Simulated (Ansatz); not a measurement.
**ClF₂HHfS: how energies converge with the basis set**

How large a basis does ClF₂HHfS need? Two functionals are run in growing sets.

The runs use Ansatz 0.2.0, Gaussian basis; one geometry, several basis sets.

The runs, in order: PBE0-D4/def2-SVP; ωB97M-V/def2-SVP; PBE0-D4/def2-QZVPP; ωB97M-V/def2-QZVPP; the functionals' def2-TZVPP values are taken from earlier runs.

## (1) Structure used throughout

All runs share one geometry, relaxed beforehand with PBE0-D4 in a triple-zeta def2 set. Hf takes the def2 core potential; no spin-orbit term is included.

6 atoms, charge 0, spin multiplicity 1.

Atoms are counted from 1 here; the program's logs count them from 0.

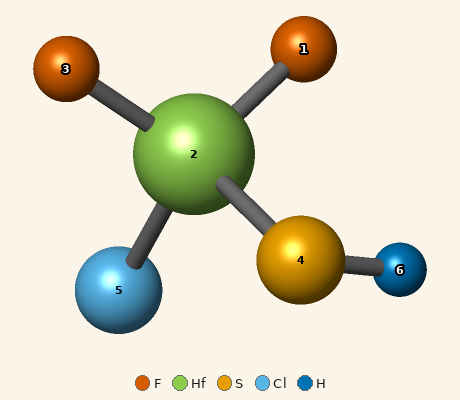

The geometry (colours as in the key); atoms are numbered from 1 in the order of the file.

## (2) PBE0-D4 in def2-SVP

in.yaml reads:

```yaml
crystal:
  periodic: [false, false, false]
  atoms:
    - {symbol: F, position_ang: [-0.570761, -1.671463, -0.919954]}
    - {symbol: Hf, position_ang: [0.396322, -0.147022, -0.361564]}
    - {symbol: F, position_ang: [2.241007, -0.509488, -0.195749]}
    - {symbol: S, position_ang: [-0.398743, 0.495421, 1.843324]}
    - {symbol: Cl, position_ang: [0.040000, 1.572650, -1.904927]}
    - {symbol: H, position_ang: [-1.665726, 0.196001, 1.492671]}
basis:
  gaussian: {orbitals: def2-SVP}
hamiltonian: {xc: pbe0, dispersion: d4}
output: {orbitals: {seedname: orbitals}}
```

After this run come: ωB97M-V in def2-SVP; PBE0-D4 in def2-QZVPP; ωB97M-V in def2-QZVPP.

Before running them: what should the planned runs give, taken together? Wanted: PBE0-D4: double and triple zeta above quadruple; ωB97M-V: double and triple zeta above quadruple.

As calculated:

| quantity | value |
| --- | --- |
| PBE0-D4: double and triple zeta above quadruple | 16.20, 1.00 eV |
| ωB97M-V: double and triple zeta above quadruple | 16.22, 0.94 eV |

In words: For PBE0-D4 the step from double to triple zeta gains 15.20 eV and the next only 1.00 eV. These are total energies; as a rule much of such shifts cancels in differences, which this series doesn't test.
